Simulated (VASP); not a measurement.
Band structure of Hg (relaxed from the bcc structure, space group Im-3m). Method: r2SCAN meta-GGA, VASP's PBE PAW potentials (set 64) (plane waves; VASP 6.6.1).

Unless said otherwise, spin-orbit coupling is left out, though it shifts the bands of the heavy elements here.

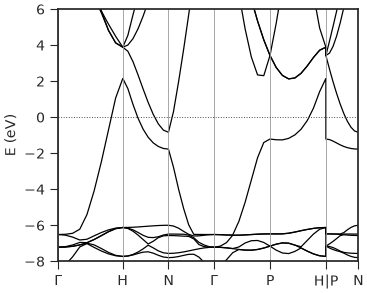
*Bands along high-symmetry lines, zero at the valence-band maximum or, without a gap, the Fermi level*

**Question.** Read the plot: is there a gap, and where are the band edges?

**Answer.** It has no gap at this level: it comes out as a metal or semimetal.

The structure was generated: Hg was put into the bcc type (Im-3m), which need not be its known phase. It was relaxed first, which changed the volume by +15 %.
